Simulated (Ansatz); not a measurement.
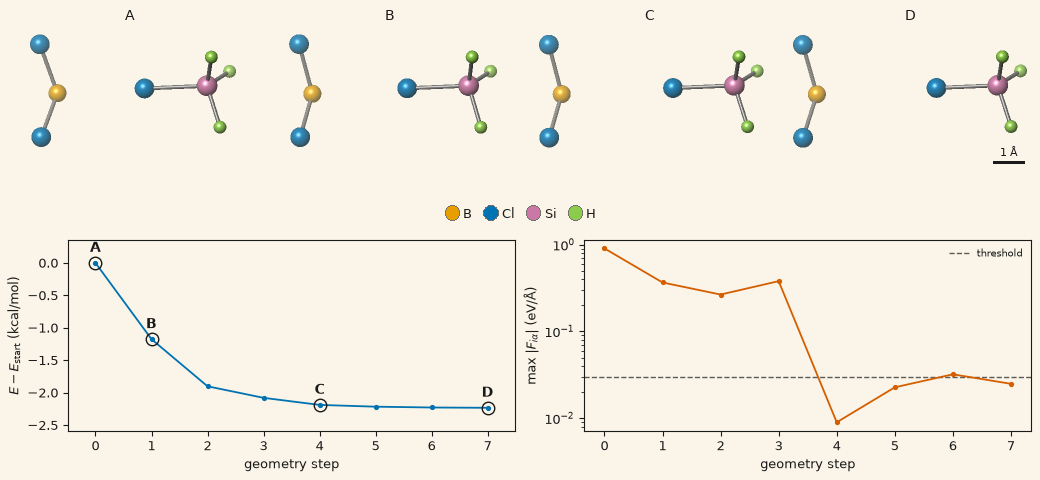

Frames of a relaxation of BSiH$_{3}$Cl$_{3}$ (multiplicity 2), marked on the history of the run. A ball-and-stick model, seen from a free direction.

The run prepares an end point of a later path (reaction) calculation, from a guessed geometry.

All numbers below come from Ansatz, UHF/6-31G*. Set-up: collinear spin; force threshold 0.03 eV/Å; at most 50 steps.

### Describe the path.

The B atom moves most after the best rigid fit: 0.70 Å. Largest moves by element: B 0.70 Å, Cl 0.61 Å, H 0.37 Å, Si 0.36 Å. Some distances before and after: Cl–Si 2.111 → 2.069 Å. Over 7 geometry steps the energy falls by 2.23 kcal/mol. Largest force component: 0.91 eV/Å at the start, 0.025 eV/Å at the end. From step 0 to 1: the B atom moves most (0.20 Å), energy −1.18 kcal/mol. From step 1 to 4: a Cl atom moves most (0.37 Å), energy −1.01 kcal/mol. From step 4 to 7: Cl atoms move most (0.21 Å), energy −0.04 kcal/mol.

| step | E − E(0), kcal/mol | largest force component, eV/Å |
| --- | --- | --- |
| 0 | 0.00 | 0.9054 |
| 1 | -1.18 | 0.3667 |
| 2 | -1.90 | 0.2663 |
| 3 | -2.08 | 0.3800 |
| 4 | -2.19 | 0.0090 |
| 5 | -2.22 | 0.0227 |
| 6 | -2.23 | 0.0321 |
| 7 | -2.23 | 0.0249 |

Limits of the set-up: the start holds two separate molecules, 3.1 Å apart at their closest, whose relative position is a soft coordinate and is computed without a dispersion correction; Hartree-Fock leaves out electron correlation.
